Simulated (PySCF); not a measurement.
**C₃H₈BFO: NMR shifts at several levels of theory, part 1 of 2**

How much do the NMR shifts of C₃H₈BFO (`[BH3-][O+]1CC[C@@H]1F`) depend on the level of theory, and what does each level cost?

Programs: PySCF 2.14.0, with density-fitted response routines of our own. Each step states its level of theory. These are calculated values for one molecule in the gas phase, unless marked as measured. Atoms count from 0, in the outputs and in this text.

### Step 1. The starting structure

14 atoms, charge 0, multiplicity 1; geometry from: PBE0-D3(BJ)/def2-SVP.

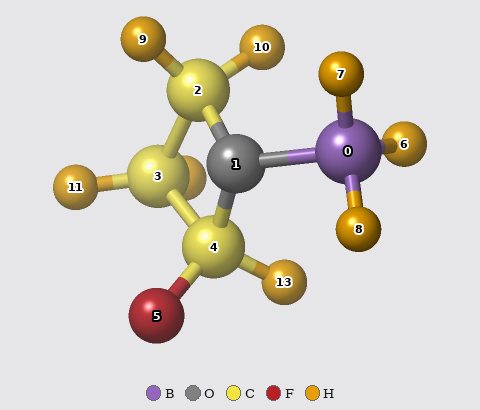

The starting geometry (boron purple, oxygen grey, carbon yellow, fluorine red, hydrogen amber), atoms numbered; sticks join atoms by distance.

### Step 2. Nuclear shieldings: HF/pcSseg-1

What the job is given:

```
{"job": {"kind": "nmr", "xc": "HF", "basis": "pcSseg-1", "pop": false}, "charge": 0, "multiplicity": 1}
B      2.581361     0.257342     0.141934
O      1.023420     0.586728     0.482353
C      0.252749     1.487783    -0.356810
C     -0.931259     0.523371    -0.306747
C      0.022166    -0.435185     0.395451
F     -0.346656    -0.841235     1.612049
H      2.543450    -0.125506    -1.025507
H      3.139137     1.328390     0.303994
H      2.863092    -0.608151     0.952059
H      0.147909     2.467888     0.125758
H      0.743793     1.583776    -1.334879
H     -1.744650     0.836692     0.360083
H     -1.332358     0.182958    -1.268468
H      0.412368    -1.292408    -0.175256
```

Level: GIAO HF/pcSseg-1 NMR shielding, non-relativistic, gas phase.

Started as:

```sh
$ OMP_NUM_THREADS=1 python probes_run.py task.json out
```

The driver reads the jobs from task.json and runs them one after another.

The log of the run:

```text
final grid: 110624 points
cycle   1  E = -316.9887358614  dE =  1.259e+00  |g| = 7.472e-01  |ddm| = 2.955e+00
cycle   2  E = -317.1024254571  dE = -1.137e-01  |g| = 4.095e-01  |ddm| = 7.232e-01
cycle   3  E = -317.1319522406  dE = -2.953e-02  |g| = 7.128e-02  |ddm| = 2.437e-01
cycle   4  E = -317.1334434573  dE = -1.491e-03  |g| = 2.056e-02  |ddm| = 7.443e-02
cycle   5  E = -317.1335520923  dE = -1.086e-04  |g| = 4.254e-03  |ddm| = 2.154e-02
cycle   6  E = -317.1335599938  dE = -7.901e-06  |g| = 1.239e-03  |ddm| = 6.321e-03
cycle   7  E = -317.1335607756  dE = -7.818e-07  |g| = 4.455e-04  |ddm| = 2.273e-03
cycle   8  E = -317.1335608392  dE = -6.360e-08  |g| = 1.625e-04  |ddm| = 5.285e-04
cycle   9  E = -317.1335608486  dE = -9.420e-09  |g| = 2.679e-05  |ddm| = 2.298e-04
cycle  10  E = -317.1335608490  dE = -3.394e-10  |g| = 7.992e-06  |ddm| = 4.825e-05
converged SCF energy = -317.1335608490

GIAO shielding tensors (ppm)
atom      isotropic    diamagn.    paramagn.     s11        s22        s33       span
  0 B      113.446     183.859     -70.412     94.212     94.863    151.265     57.053
  1 O      276.000     407.615    -131.615    198.740    258.829    370.430    171.690
  2 C      124.386     245.561    -121.175     94.503     98.674    179.981     85.478
  3 C      163.932     251.549     -87.616    148.242    156.704    186.851     38.610
  4 C       86.640     240.160    -153.520     76.171     80.511    103.238     27.067
  5 F      339.666     472.772    -133.106    254.333    354.202    410.464    156.130
  6 H       29.123      29.905      -0.782     26.585     26.806     33.979      7.393
  7 H       28.950      29.316      -0.366     26.088     26.955     33.807      7.719
  8 H       28.778      29.230      -0.452     25.698     26.900     33.736      8.038
  9 H       27.148      28.719      -1.570     23.992     24.851     32.603      8.612
 10 H       27.379      29.531      -2.152     24.577     26.294     31.265      6.688
 11 H       28.984      29.728      -0.743     25.928     26.934     34.090      8.162
 12 H       29.183      29.863      -0.679     25.444     27.119     34.987      9.542
 13 H       26.326      29.686      -3.361     23.495     26.536     28.946      5.451
```

Run time: 8.3 s. Hardware: 1 thread of Arm Neoverse N1, shared host; peak memory 0.73 GiB.

The references, computed at this level on geometries of the same kind, shield at (ppm): 1H TMS 31.69, 13C TMS 190.8, 19F CFCl3 246.4, 17O H2O 333.3, 11B BF3·OEt2 115.3. Their shielding less the atom's gives the shift. The references are single molecules in the gas phase, so shifts against H2O, NH3, PH3, H3PO4 or CFCl3 are not on the usual liquid scales and can be off by tens of ppm. Atoms listed in one row are averaged.

```
     atoms                              environment  σ (ppm)  δ (ppm)
        C4                 sp3 CH bonded to F and O     86.6    104.2
        C2                      sp3 CH2 bonded to O    124.4     66.5
        C3                        sp3 CH2 in a ring    163.9     26.9
       H13  hydrogen on an sp3 CH bonded to F and O    26.33     5.36
        H9       hydrogen on an sp3 CH2 bonded to O    27.15     4.54
       H10       hydrogen on an sp3 CH2 bonded to O    27.38     4.31
H6, H7, H8          hydrogen on a boron bonded to O    28.95     2.74
       H11         hydrogen on an sp3 CH2 in a ring    28.98     2.70
       H12         hydrogen on an sp3 CH2 in a ring    29.18     2.50
        B0                   boron bonded to O, 3 H    113.4      1.8
        O1           donor oxygen of a Lewis adduct    276.0     57.3
        F5                fluorine on an sp3 carbon    339.7    -93.3
```

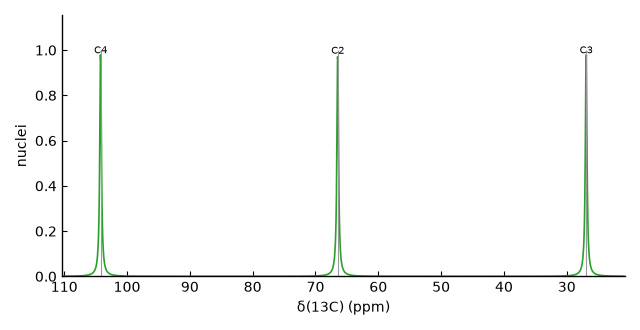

13C lines at the computed shifts, without couplings. Lines are broadened to a width of 0.31 ppm (Lorentzian).

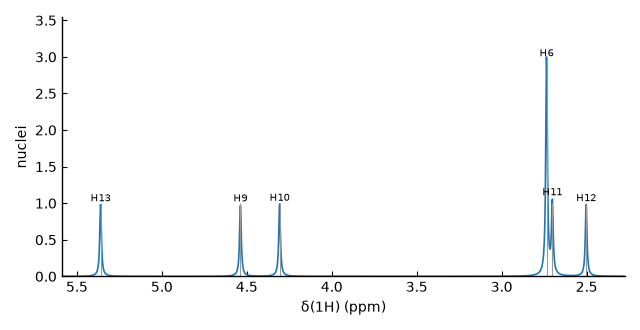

1H lines at the computed shifts, without couplings. Lines are broadened to a width of 0.01 ppm (Lorentzian).

Ring of atoms O1, C2, C3, C4: NICS(0) -4.9, NICS(1) -1.0, NICS(1)zz 1.2 ppm (means of both faces). The ring holds saturated atoms, so no π current runs round it: these values come from its σ bonds, any local π bonds and neighbouring rings, and say nothing of aromaticity.

### Step 3. NMR shieldings: LDA/pcSseg-1

The job, as its differences from that of step 2:

```diff
@@ -1,2 +1,2 @@
-{"job": {"kind": "nmr", "xc": "HF", "basis": "pcSseg-1", "pop": false}, "charge": 0, "multiplicity": 1}
+{"job": {"kind": "nmr", "xc": "LDA", "basis": "pcSseg-1", "pop": false}, "charge": 0, "multiplicity": 1}
 B      2.581361     0.257342     0.141934
```

Level: GIAO LDA/pcSseg-1 NMR shielding, non-relativistic, gas phase.

The log of the run:

```text
coarse grid: 11480 points
cycle   1  E = -316.2343130277  dE =  5.761e-01  |g| = 6.659e-01  |ddm| = 3.119e+00
cycle   2  E = -316.0670623908  dE =  1.673e-01  |g| = 1.171e+00  |ddm| = 1.428e+00
cycle   3  E = -316.3270683522  dE = -2.600e-01  |g| = 1.834e-01  |ddm| = 9.025e-01
cycle   4  E = -316.3333476742  dE = -6.279e-03  |g| = 6.016e-02  |ddm| = 1.389e-01
cycle   5  E = -316.3339209630  dE = -5.733e-04  |g| = 2.111e-02  |ddm| = 4.186e-02
cycle   6  E = -316.3339981935  dE = -7.723e-05  |g| = 6.428e-03  |ddm| = 2.030e-02
cycle   7  E = -316.3340061419  dE = -7.948e-06  |g| = 1.764e-03  |ddm| = 5.650e-03
final grid: 110624 points
cycle   8  E = -316.3961404210  dE = -4.874e-05  |g| = 7.523e-03  |ddm| = 2.160e-02
cycle   9  E = -316.3961115276  dE =  2.889e-05  |g| = 1.479e-02  |ddm| = 1.270e-02
cycle  10  E = -316.3961503675  dE = -3.884e-05  |g| = 1.351e-03  |ddm| = 8.799e-03
cycle  11  E = -316.3961507166  dE = -3.491e-07  |g| = 4.045e-04  |ddm| = 1.175e-03
cycle  12  E = -316.3961507439  dE = -2.735e-08  |g| = 1.528e-04  |ddm| = 3.785e-04
cycle  13  E = -316.3961507475  dE = -3.591e-09  |g| = 3.020e-05  |ddm| = 1.050e-04
cycle  14  E = -316.3961507477  dE = -1.702e-10  |g| = 6.249e-06  |ddm| = 2.599e-05
converged SCF energy = -316.3961507477

GIAO shielding tensors (ppm)
atom      isotropic    diamagn.    paramagn.     s11        s22        s33       span
  0 B       92.905     191.674     -98.768     65.348     66.488    146.880     81.532
  1 O      234.000     401.533    -167.533    158.553    206.112    337.335    178.782
  2 C      101.892     249.247    -147.354     59.593     76.486    169.598    110.006
  3 C      153.620     254.825    -101.206    137.128    144.530    179.200     42.072
  4 C       51.816     244.209    -192.393     31.231     50.446     73.770     42.540
  5 F      269.853     471.573    -201.719    184.820    258.927    365.812    180.992
  6 H       27.562      29.837      -2.275     24.227     25.556     32.902      8.675
  7 H       27.442      28.595      -1.153     24.225     25.600     32.502      8.276
  8 H       27.255      28.908      -1.654     23.809     25.373     32.583      8.774
  9 H       26.133      28.488      -2.355     23.398     24.180     30.822      7.423
 10 H       26.530      29.551      -3.020     24.250     25.887     29.454      5.204
 11 H       28.442      29.564      -1.123     25.720     26.725     32.879      7.159
 12 H       28.356      29.644      -1.288     24.806     26.939     33.324      8.518
 13 H       25.172      29.952      -4.781     22.887     26.060     26.567      3.680
```

It took 22 s on 1 thread of Arm Neoverse N1, shared host; peak memory 0.66 GiB.

Key values: δ C4 128.9, C2 78.8, C3 27.1, B0 0.0, H13 5.66, H9 4.69 ppm.

### Step 4. NMR shieldings: PBE/pcSseg-1

The job, as its differences from that of step 3:

```diff
@@ -1,2 +1,2 @@
-{"job": {"kind": "nmr", "xc": "LDA", "basis": "pcSseg-1", "pop": false}, "charge": 0, "multiplicity": 1}
+{"job": {"kind": "nmr", "xc": "PBE", "basis": "pcSseg-1", "pop": false}, "charge": 0, "multiplicity": 1}
 B      2.581361     0.257342     0.141934
```

Method: GIAO PBE/pcSseg-1 NMR shielding, non-relativistic, gas phase.

The log of the run:

```text
coarse grid: 11480 points
cycle   1  E = -318.4084177977  dE =  5.777e-01  |g| = 6.689e-01  |ddm| = 3.114e+00
cycle   2  E = -318.2496442728  dE =  1.588e-01  |g| = 1.164e+00  |ddm| = 1.396e+00
cycle   3  E = -318.5000958972  dE = -2.505e-01  |g| = 1.689e-01  |ddm| = 8.720e-01
cycle   4  E = -318.5055669354  dE = -5.471e-03  |g| = 5.773e-02  |ddm| = 1.347e-01
cycle   5  E = -318.5061140299  dE = -5.471e-04  |g| = 2.030e-02  |ddm| = 4.115e-02
cycle   6  E = -318.5061858366  dE = -7.181e-05  |g| = 6.180e-03  |ddm| = 1.950e-02
cycle   7  E = -318.5061932636  dE = -7.427e-06  |g| = 1.714e-03  |ddm| = 5.415e-03
final grid: 110624 points
cycle   8  E = -318.5788848358  dE = -1.136e-05  |g| = 2.182e-02  |ddm| = 3.199e-02
cycle   9  E = -318.5786287836  dE =  2.561e-04  |g| = 4.406e-02  |ddm| = 3.424e-02
cycle  10  E = -318.5789690803  dE = -3.403e-04  |g| = 3.803e-03  |ddm| = 2.387e-02
cycle  11  E = -318.5789725244  dE = -3.444e-06  |g| = 7.805e-04  |ddm| = 3.633e-03
cycle  12  E = -318.5789726171  dE = -9.277e-08  |g| = 2.606e-04  |ddm| = 6.940e-04
cycle  13  E = -318.5789726281  dE = -1.095e-08  |g| = 4.040e-05  |ddm| = 1.733e-04
cycle  14  E = -318.5789726284  dE = -2.949e-10  |g| = 1.476e-05  |ddm| = 3.924e-05
converged SCF energy = -318.5789726284

GIAO shielding tensors (ppm)
atom      isotropic    diamagn.    paramagn.     s11        s22        s33       span
  0 B       95.931     190.830     -94.899     70.767     71.752    145.274     74.507
  1 O      229.681     401.240    -171.559    156.755    203.913    328.376    171.620
  2 C      103.856     248.580    -144.724     65.398     79.827    166.343    100.945
  3 C      151.977     254.211    -102.234    136.741    143.185    176.005     39.264
  4 C       56.333     244.115    -187.782     36.458     55.492     77.049     40.591
  5 F      272.093     471.779    -199.686    186.965    270.782    358.531    171.566
  6 H       28.081      30.271      -2.190     24.961     26.047     33.235      8.274
  7 H       27.983      28.989      -1.006     24.928     26.123     32.896      7.968
  8 H       27.807      29.377      -1.570     24.532     25.918     32.971      8.439
  9 H       26.593      28.840      -2.246     23.884     24.660     31.235      7.351
 10 H       26.956      29.908      -2.952     24.698     26.257     29.913      5.215
 11 H       28.831      30.006      -1.175     26.233     27.210     33.049      6.816
 12 H       28.741      30.174      -1.433     25.346     27.366     33.512      8.167
 13 H       25.566      30.543      -4.976     23.239     26.481     26.979      3.741
```

Run time: 27 s. Hardware: 1 thread of Arm Neoverse N1, shared host; peak memory 0.61 GiB.

Key values: δ C4 123.7, C2 76.2, C3 28.1, B0 -1.2, H13 5.63, H9 4.60 ppm.

### Step 5. Nuclear shieldings: BLYP/pcSseg-1

The job, as its differences from that of step 4:

```diff
@@ -1,2 +1,2 @@
-{"job": {"kind": "nmr", "xc": "PBE", "basis": "pcSseg-1", "pop": false}, "charge": 0, "multiplicity": 1}
+{"job": {"kind": "nmr", "xc": "BLYP", "basis": "pcSseg-1", "pop": false}, "charge": 0, "multiplicity": 1}
 B      2.581361     0.257342     0.141934
```

With the program's defaults for keys left out, this is: GIAO BLYP/pcSseg-1 NMR shielding, non-relativistic, gas phase.

The log of the run:

```text
coarse grid: 11480 points
cycle   1  E = -318.6671297498  dE =  5.703e-01  |g| = 7.316e-01  |ddm| = 3.133e+00
cycle   2  E = -318.4604759137  dE =  2.067e-01  |g| = 1.313e+00  |ddm| = 1.519e+00
cycle   3  E = -318.7703503908  dE = -3.099e-01  |g| = 1.841e-01  |ddm| = 9.835e-01
cycle   4  E = -318.7766608660  dE = -6.310e-03  |g| = 6.830e-02  |ddm| = 1.483e-01
cycle   5  E = -318.7774236053  dE = -7.627e-04  |g| = 2.301e-02  |ddm| = 4.740e-02
cycle   6  E = -318.7775119102  dE = -8.830e-05  |g| = 7.624e-03  |ddm| = 2.272e-02
cycle   7  E = -318.7775236750  dE = -1.176e-05  |g| = 1.828e-03  |ddm| = 6.546e-03
cycle   8  E = -318.7775244708  dE = -7.958e-07  |g| = 2.623e-04  |ddm| = 1.755e-03
final grid: 110624 points
cycle   9  E = -318.8548657303  dE = -4.425e-05  |g| = 1.264e-02  |ddm| = 2.474e-02
cycle  10  E = -318.8547847393  dE =  8.099e-05  |g| = 2.493e-02  |ddm| = 1.949e-02
cycle  11  E = -318.8548942271  dE = -1.095e-04  |g| = 2.232e-03  |ddm| = 1.345e-02
cycle  12  E = -318.8548953278  dE = -1.101e-06  |g| = 5.616e-04  |ddm| = 2.214e-03
cycle  13  E = -318.8548953772  dE = -4.938e-08  |g| = 2.280e-04  |ddm| = 5.194e-04
cycle  14  E = -318.8548953853  dE = -8.144e-09  |g| = 3.363e-05  |ddm| = 1.538e-04
cycle  15  E = -318.8548953855  dE = -1.718e-10  |g| = 1.229e-05  |ddm| = 3.280e-05
converged SCF energy = -318.8548953855

GIAO shielding tensors (ppm)
atom      isotropic    diamagn.    paramagn.     s11        s22        s33       span
  0 B       93.132     189.790     -96.658     68.872     69.740    140.784     71.911
  1 O      223.719     402.086    -178.367    149.671    198.062    323.423    173.752
  2 C       98.391     248.120    -149.729     60.218     74.103    160.852    100.635
  3 C      146.270     253.732    -107.462    130.480    137.614    170.714     40.234
  4 C       50.393     243.875    -193.482     30.938     49.186     71.054     40.116
  5 F      271.325     472.592    -201.267    186.653    273.262    354.060    167.408
  6 H       28.375      30.604      -2.229     25.322     26.394     33.410      8.087
  7 H       28.280      29.159      -0.880     25.295     26.462     33.083      7.788
  8 H       28.103      29.623      -1.520     24.900     26.255     33.154      8.255
  9 H       26.760      29.000      -2.240     24.112     24.888     31.280      7.168
 10 H       27.124      30.139      -3.015     24.877     26.471     30.024      5.147
 11 H       29.000      30.144      -1.143     26.531     27.476     32.994      6.463
 12 H       28.908      30.392      -1.485     25.649     27.642     33.432      7.782
 13 H       25.727      30.872      -5.146     23.438     26.671     27.071      3.633
```

Wall time 28 s (1 thread of Arm Neoverse N1, shared host); peak memory 0.61 GiB.

Key values: δ C4 124.9, C2 76.9, C3 29.0, B0 -0.3, H13 5.63, H9 4.60 ppm.

### Step 6. NMR shieldings: BP86/pcSseg-1

The job, as its differences from that of step 5:

```diff
@@ -1,2 +1,2 @@
-{"job": {"kind": "nmr", "xc": "BLYP", "basis": "pcSseg-1", "pop": false}, "charge": 0, "multiplicity": 1}
+{"job": {"kind": "nmr", "xc": "BP86", "basis": "pcSseg-1", "pop": false}, "charge": 0, "multiplicity": 1}
 B      2.581361     0.257342     0.141934
```

Method: GIAO BP86/pcSseg-1 NMR shielding, non-relativistic, gas phase.

The log of the run:

```text
coarse grid: 11480 points
cycle   1  E = -318.7853616082  dE =  5.789e-01  |g| = 6.786e-01  |ddm| = 3.114e+00
cycle   2  E = -318.6212237360  dE =  1.641e-01  |g| = 1.190e+00  |ddm| = 1.360e+00
cycle   3  E = -318.8776444688  dE = -2.564e-01  |g| = 1.660e-01  |ddm| = 8.512e-01
cycle   4  E = -318.8829052806  dE = -5.261e-03  |g| = 5.867e-02  |ddm| = 1.338e-01
cycle   5  E = -318.8834746805  dE = -5.694e-04  |g| = 2.054e-02  |ddm| = 4.167e-02
cycle   6  E = -318.8835469018  dE = -7.222e-05  |g| = 6.276e-03  |ddm| = 1.940e-02
cycle   7  E = -318.8835546909  dE = -7.789e-06  |g| = 1.663e-03  |ddm| = 5.408e-03
final grid: 110624 points
cycle   8  E = -318.9567236878  dE = -4.656e-05  |g| = 1.298e-02  |ddm| = 2.846e-02
cycle   9  E = -318.9566242463  dE =  9.944e-05  |g| = 2.721e-02  |ddm| = 2.034e-02
cycle  10  E = -318.9567512831  dE = -1.270e-04  |g| = 2.009e-03  |ddm| = 1.491e-02
cycle  11  E = -318.9567522455  dE = -9.624e-07  |g| = 4.637e-04  |ddm| = 1.914e-03
cycle  12  E = -318.9567522824  dE = -3.689e-08  |g| = 1.835e-04  |ddm| = 4.301e-04
cycle  13  E = -318.9567522880  dE = -5.516e-09  |g| = 3.046e-05  |ddm| = 1.330e-04
cycle  14  E = -318.9567522881  dE = -1.562e-10  |g| = 1.041e-05  |ddm| = 2.692e-05
converged SCF energy = -318.9567522881

GIAO shielding tensors (ppm)
atom      isotropic    diamagn.    paramagn.     s11        s22        s33       span
  0 B       96.270     190.493     -94.223     71.663     72.550    144.595     72.931
  1 O      230.251     401.677    -171.426    156.439    204.877    329.437    172.998
  2 C      103.321     248.889    -145.568     65.144     79.086    165.731    100.587
  3 C      151.268     254.484    -103.215    136.094    142.326    175.384     39.290
  4 C       55.843     244.266    -188.423     36.416     54.759     76.353     39.937
  5 F      274.043     471.940    -197.897    188.286    272.769    361.074    172.788
  6 H       28.172      30.353      -2.181     25.088     26.123     33.305      8.217
  7 H       28.075      29.053      -0.978     25.044     26.203     32.978      7.935
  8 H       27.897      29.426      -1.529     24.644     26.003     33.044      8.400
  9 H       26.651      28.872      -2.221     23.937     24.725     31.291      7.354
 10 H       27.005      29.970      -2.965     24.733     26.299     29.983      5.250
 11 H       28.870      30.040      -1.169     26.289     27.260     33.062      6.773
 12 H       28.801      30.196      -1.395     25.438     27.410     33.555      8.118
 13 H       25.610      30.564      -4.954     23.285     26.519     27.027      3.742
```

It took 27 s on 1 thread of Arm Neoverse N1, shared host; peak memory 0.67 GiB.

In short: δ C4 123.9, C2 76.4, C3 28.5, B0 -1.0, H13 5.66, H9 4.61 ppm.

### Step 7. Nuclear shieldings: OPBE/pcSseg-1

The job, as its differences from that of step 6:

```diff
@@ -1,2 +1,2 @@
-{"job": {"kind": "nmr", "xc": "BP86", "basis": "pcSseg-1", "pop": false}, "charge": 0, "multiplicity": 1}
+{"job": {"kind": "nmr", "xc": "OPBE", "basis": "pcSseg-1", "pop": false}, "charge": 0, "multiplicity": 1}
 B      2.581361     0.257342     0.141934
```

Method: GIAO OPBE/pcSseg-1 NMR shielding, non-relativistic, gas phase.

The log of the run:

```text
coarse grid: 11480 points
cycle   1  E = -318.6548927556  dE =  5.711e-01  |g| = 6.447e-01  |ddm| = 3.106e+00
cycle   2  E = -318.5262009450  dE =  1.287e-01  |g| = 1.081e+00  |ddm| = 1.325e+00
cycle   3  E = -318.7419786205  dE = -2.158e-01  |g| = 1.394e-01  |ddm| = 7.991e-01
cycle   4  E = -318.7460112055  dE = -4.033e-03  |g| = 4.637e-02  |ddm| = 1.247e-01
cycle   5  E = -318.7463926365  dE = -3.814e-04  |g| = 1.686e-02  |ddm| = 3.509e-02
cycle   6  E = -318.7464430140  dE = -5.038e-05  |g| = 5.547e-03  |ddm| = 1.629e-02
cycle   7  E = -318.7464488929  dE = -5.879e-06  |g| = 1.568e-03  |ddm| = 4.795e-03
final grid: 110624 points
cycle   8  E = -318.7987819379  dE = -4.202e-05  |g| = 3.564e-02  |ddm| = 5.938e-02
cycle   9  E = -318.7981297149  dE =  6.522e-04  |g| = 7.120e-02  |ddm| = 5.729e-02
cycle  10  E = -318.7989931525  dE = -8.634e-04  |g| = 6.067e-03  |ddm| = 4.122e-02
cycle  11  E = -318.7990031434  dE = -9.991e-06  |g| = 5.098e-04  |ddm| = 6.415e-03
cycle  12  E = -318.7990031935  dE = -5.004e-08  |g| = 1.943e-04  |ddm| = 4.964e-04
cycle  13  E = -318.7990032026  dE = -9.100e-09  |g| = 3.434e-05  |ddm| = 1.798e-04
cycle  14  E = -318.7990032029  dE = -3.025e-10  |g| = 1.212e-05  |ddm| = 4.146e-05
converged SCF energy = -318.7990032029

GIAO shielding tensors (ppm)
atom      isotropic    diamagn.    paramagn.     s11        s22        s33       span
  0 B      102.590     190.829     -88.239     78.644     79.691    149.435     70.791
  1 O      235.769     400.547    -164.778    166.141    212.151    329.014    162.873
  2 C      112.206     248.440    -136.234     76.545     89.512    170.560     94.014
  3 C      157.695     254.316     -96.621    144.143    149.014    179.928     35.785
  4 C       68.023     244.311    -176.288     48.825     67.678     87.566     38.742
  5 F      281.273     471.168    -189.895    196.462    283.456    363.899    167.438
  6 H       28.128      30.095      -1.968     25.136     25.980     33.268      8.132
  7 H       28.053      29.015      -0.962     25.074     26.114     32.971      7.897
  8 H       27.885      29.358      -1.474     24.696     25.931     33.027      8.331
  9 H       26.663      28.757      -2.094     23.883     24.693     31.414      7.531
 10 H       26.964      29.739      -2.775     24.692     26.154     30.046      5.353
 11 H       28.809      30.046      -1.237     26.123     27.142     33.162      7.039
 12 H       28.765      30.239      -1.474     25.326     27.257     33.714      8.388
 13 H       25.564      30.445      -4.881     23.142     26.395     27.156      4.013
```

It took 27 s on 1 thread of Arm Neoverse N1, shared host; peak memory 0.61 GiB.

Key values: δ C4 117.1, C2 72.9, C3 27.4, B0 -2.3, H13 5.66, H9 4.57 ppm.

(Continued in part 2 of 2.)
